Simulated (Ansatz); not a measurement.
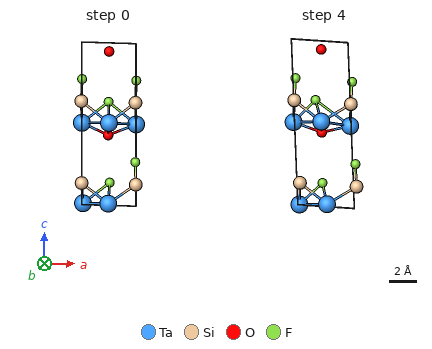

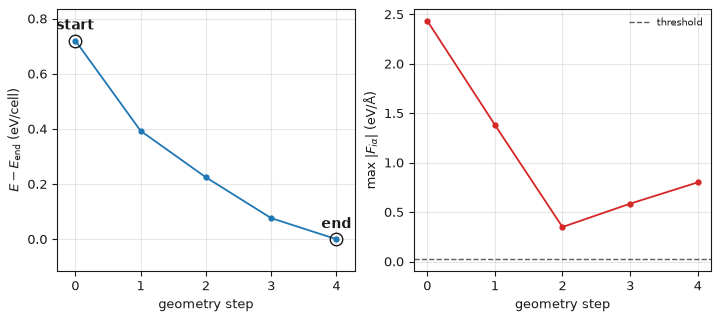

First and last geometry of a relaxation of solid Ta2SiOF2 (a generated structure, set up in P1) (coarse preliminary run), with the history of the run. The picture is a ball-and-stick view of the cell of the calculation, seen along the b axis.

All numbers below come from DFT PBE, scalar-relativistic, plane waves, PAW in Ansatz 0.2.0. (plane-wave cutoff 420 eV; k-point mesh 6 × 6 × 2; occupations gaussian; smearing width 0.2 eV; no spin polarisation; cell and atoms relaxed; force threshold 0.025 eV/Å; at most 60 steps)

### Read the history and describe the run.

The run was cut off at its time limit before the relaxation converged, so the last structure is only a point on the way. The energy falls by 0.721 eV per cell of the calculation in 4 geometry steps. Largest force component: 2.4 eV/Å at the start, 0.8 eV/Å at the end. Pressure: 2.16 GPa at the start and 0.80 GPa at the end. The atom that moves furthest relative to the cell is an F atom (0.46 Å roughly along −a). By element the largest moves are F 0.46 Å, Ta 0.29 Å, Si 0.28 Å, O 0.27 Å. The volume changes by +2.7 %, with a 4.020 → 4.205 Å (+4.6 %), b 4.058 → 3.924 Å (−3.3 %), c 12.050 → 12.303 Å (+2.1 %), α 89.6° → 90.1°, β 91.7° → 96.1°. Among the contacts that change: F–Ta 2.641 → 3.209 Å, F–Si 2.887 → 2.340 Å, F–Ta 2.622 → 3.145 Å, F–Ta 2.489 → 2.223 Å. Bond angles that change, for instance: Ta–O–Ta 133.7° → 147.1°, Ta–F–Ta 63.9° → 74.6°, Ta–O–Ta 78.7° → 86.6°. The space group stays P1 (No. 1). Cost: 8.2 min on 1 thread of AMD EPYC (Zen 3), on a shared host, peak memory 0.66 GiB.

```csv
step,"E − E(0), meV/atom","largest force component, eV/Å","pressure, GPa","volume, Å³/atom"
0,0.00,2.4363,2.16,16.372
1,-27.28,1.3835,0.17,16.520
2,-41.33,0.3490,-0.58,16.531
3,-53.67,0.5852,-0.15,16.801
4,-60.05,0.8003,0.80,16.822
```
